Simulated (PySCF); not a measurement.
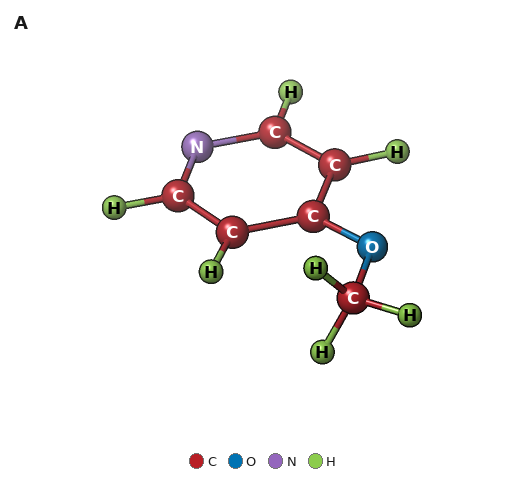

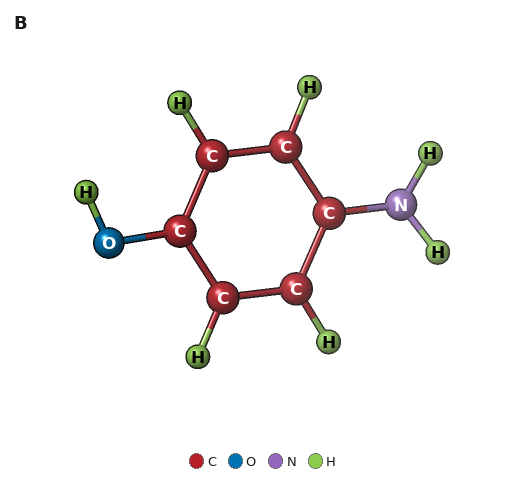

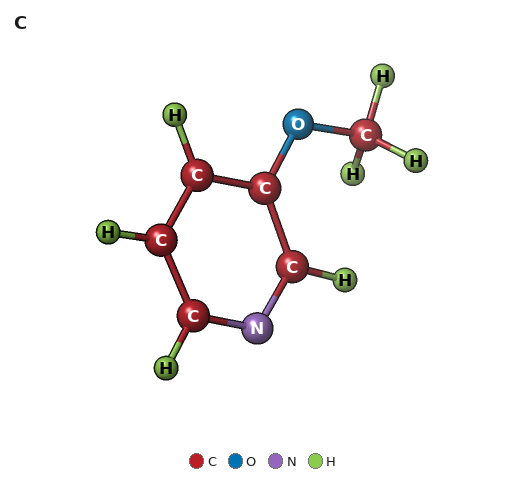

3 stationary structures of one formula. Geometries: PBE0-D3(BJ)/def2-SVP. Electronic energies: PBE0-D3(BJ)/def2-SVP (PySCF 2.14.0), without zero-point energy. No frequency run is at hand to confirm each as a minimum. Each is one conformer, not always the lowest.

### Are they conformers, stereoisomers or constitutional isomers?

They are constitutional isomers of C6H7NO: A `COc1ccncc1`, B `Nc1ccc(O)cc1`, C `COc1cccnc1`.

### Which structure is the most stable?

B is lowest; A lies 13.6 kcal/mol above it, C lies 16.1 kcal/mol above it.
